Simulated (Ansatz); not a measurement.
**GaH3+ (doublet): inputs that go wrong at angle H3–Ga1–H4 = 102.3°**

3 inputs are run for GaH3+ (doublet) as typed; the log has to tell whether the result can be used and what must change.

Method: the settings change from run to run; program: Ansatz 0.2.0, Gaussian basis.

21 further runs of the same task are left out: 7 for a known fault of the program, 10 that didn't finish, 4 set aside as unsound or not needed.

### Step 1. What is computed

The geometry derives from a PBE0/def2-TZVP stationary point (not a proven minimum). One angle is set to the value named; bond lengths are kept. No spin-orbit coupling is included. The filled d shell of Ga may be among the frozen orbitals whatever the setting's name suggests; the logs give the count.

4 atoms, charge 1, spin multiplicity 2.

Atoms are counted from 1 here; the program's logs count them from 0.

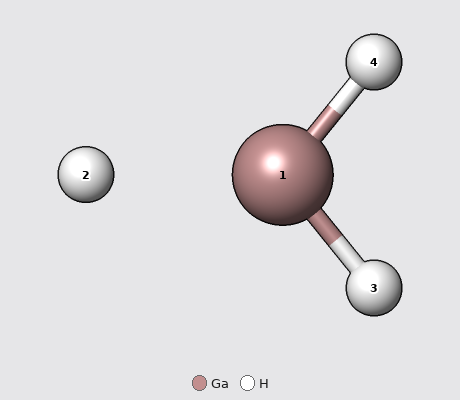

The geometry (gallium pink, hydrogen white); atoms are numbered from 1 in the order of the file.

Geometry (Å):

```xyz
4
GaH3
Ga    0.00000    0.00209    0.00000
H     0.00000   -2.07050    0.00000
H     0.00000    0.96311   -1.19314
H     0.00000    0.96311    1.19314
```

### Step 2. Input 1

Input file in.yaml:

```yaml
crystal:
  periodic: [false, false, false]
  atoms:
    - {symbol: Ga, position_ang: [0.000000, 0.002086, 0.000000]}
    - {symbol: H, position_ang: [0.000000, -2.070505, 0.000000]}
    - {symbol: H, position_ang: [0.000000, 0.963112, -1.193142]}
    - {symbol: H, position_ang: [0.000000, 0.963112, 1.193142]}
basis:
  gaussian: {orbitals: STO-3G}
total_charge: 1
magnetization: {spin_polarized: false, initial_magnetization: 1}
hamiltonian: {xc: {name: PBE}}
correlation: {method: caspt2, electrons: outside_noble_gas}
scf: {omitted_lower_state_checks: [cluster_reference]}
output: {forces: true}
```

Launch:

```console
$ ansatz run in.yaml --threads 1 --pin off --events-out ev --progress --plain --max-ram 2393MiB
```

Log:

```text
Error: YAML parse error: error: line 13 column 23: unknown variant `caspt2`, expected one of mp2, rpa, ccsd, ccsd_t, bccd, bccd_t, ccsdt, ccsdt_q, ccsdt_q_b, ccsdtq, fci, sc_nevpt2, fic_nevpt4_sd, fic_mrcisd_q, fic_mrcisd_q_relaxed
  --> <input>:13:23
   |
11 | magnetization: {spin_polarized: false, initial_magnetization: 1}
12 | hamiltonian: {xc: {name: PBE}}
13 | correlation: {method: caspt2, electrons: outside_noble_gas}
   |                       ^ unknown variant `caspt2`, expected one of mp2, rpa, ccsd, ccsd_t, bccd, bccd_t, ccsdt, ccsdt_q, ccsdt_q_b, ccsdtq, fci, sc_nevpt2, fic_nevpt4_sd, fic_mrcisd_q, fic_mrcisd_q_relaxed
14 | scf: {omitted_lower_state_checks: [cluster_reference]}
15 | output: {forces: true}
   |
```

Wall time 0.03 s (1 thread of Intel Xeon at 2.50GHz, shared host).

What is wrong: The run was refused. The method's name isn't one that the program knows. Fix: name one from the list in the message.

### Step 3. Input 2

Input file in.yaml:

```yaml
crystal:
  periodic: [false, false, false]
  atoms:
    - {symbol: Ga, position_ang: [0.050000, -2.070505, 0.050000]}
    - {symbol: H, position_ang: [0.000000, -2.070505, 0.000000]}
    - {symbol: H, position_ang: [0.000000, 0.963112, -1.193142]}
    - {symbol: H, position_ang: [0.000000, 0.963112, 1.193142]}
basis:
  gaussian: {orbitals: "6-31G*"}
total_charge: 1
magnetization: {spin_polarized: false, initial_magnetization: 1}
hamiltonian: {xc: hf}
output: {forces: true, orbitals: {seedname: orbitals}}
```

Launched as before.

Log (excerpt; [...] marks lines left out):

```text
Functional definition: HF
  name "HF"
  cite "Fock, Z. Phys. 61, 126 (1930) doi:10.1007/BF01340294"
  parent pbe
[...]
408 factors; integrals over basis functions are off by at most 4.4e-4 eV
[...]
mean field -48545.20092178 eV, -1784.0032287565 hartree, gradient 3.5e-6 eV, S^2 0.750000; 4 other end points of the search recorded, 0 dependent functions left out
[...]
reference -48545.20092178 eV, -1784.0032287565 hartree; 17, 16 occupied and 24, 25 virtual orbitals, 408 factors
Total energy: -48545.20092178 eV, -1784.0032287565 hartree
Atom 0 at     0.050000    -2.070505     0.050000 Å, force 54486.285405     5.792808 54488.952824 eV/Å
Atom 1 at     0.000000    -2.070505     0.000000 Å, force -54486.380882    -3.722438 -54488.187178 eV/Å
Atom 2 at     0.000000     0.963112    -1.193142 Å, force    -0.008152     0.059537    -0.176770 eV/Å
Atom 3 at     0.000000     0.963112     1.193142 Å, force     0.103629    -2.129907    -0.588876 eV/Å
Dipole moment:     0.069003    -0.099299     0.076820 e Å
```

Run time: 6.5 s. Hardware: 1 thread of Intel Xeon at 2.50GHz, shared host.

What is wrong: The run converged, which proves nothing about the input. One atom lies on top of another. The shortest distance is 0.07 Å, against 1.53 Å in the geometry of step 1. Its energy belongs to another geometry. Fix: restore its position.

### Step 4. Input 3

Input file in.yaml:

```yaml
crystal:
  periodic: [false, false, false]
  atoms:
    - {symbol: Ga, position_ang: [0.000000, 0.002086, 0.000000]}
    - {symbol: H, position_ang: [0.000000, -2.070505, 0.000000]}
    - {symbol: H, position_ang: [0.000000, 0.963112, -1.193142]}
    - {symbol: H, position_ang: [0.000000, 0.963112, 1.193142]}
basis:
  gaussian: {orbitals: def2-TZVPP}
total_charge: 1
magnetization: {spin_polarized: false, initial_magnetization: 1}
correlation: {method: fci, electrons: all}
```

The command is unchanged.

Log:

```text
Functional definition: HF
  name "HF"
  cite "Fock, Z. Phys. 61, 126 (1930) doi:10.1007/BF01340294"
  parent pbe
  exchange = exact_x
  correlation = 0
1083 factors; integrals over basis functions are off by at most 2.3e-7 eV
mean field evaluation 1: about -52368.6755 eV, gradient 1.2e1 eV
mean field evaluation 2: about -52368.6763 eV, gradient 1.2e1 eV
mean field evaluation 4: about -52370.1042 eV, gradient 2.1e0 eV
mean field evaluation 8: about -52370.1338 eV, gradient 2.2e-4 eV
mean field evaluation 16: about -52368.9071 eV, gradient 2.9e-3 eV
mean field evaluation 32: about -52368.9071 eV, gradient 2.9e-3 eV
mean field -52370.13380759 eV, -1924.5669196774 hartree, gradient 2.3e-6 eV, S^2 0.750000; 4 other end points of the search recorded, 0 dependent functions left out
mean field evaluation 64: about -52370.1449 eV, gradient 2.8e-1 eV
reference -52370.13380759 eV, -1924.5669196774 hartree; 17, 16 occupied and 73, 74 virtual orbitals, 1083 factors
Error: with its determinants' occupation strings, the run needs more than 1.7e10 GiB of memory, and 2.33 GiB are given
refused for memory
```

Wall time 17 s (1 thread of Intel Xeon at 2.50GHz, shared host); peak memory 0.33 GiB.

Diagnosis: The run was refused for memory. The method is too large for the memory allowed. Fix: freeze cores, shrink the basis or take a lower level.

### Step 5. How the runs ended

| input | level | ended | cause | time |
| --- | --- | --- | --- | --- |
| 1 | 'caspt2'/STO-3G | refused | the method's name isn't one that the program knows | 0.03 s |
| 2 | HF/6-31G* | converged | one atom lies on top of another | 6.5 s |
| 3 | FCI/def2-TZVPP | out of memory | the method is too large for the memory allowed | 17 s |

1 refused, 1 converged, 1 out of memory. The input that converges on a wrong geometry or spin is the dangerous one: no error points at it, so geometry and ⟨S²⟩ have to be checked.
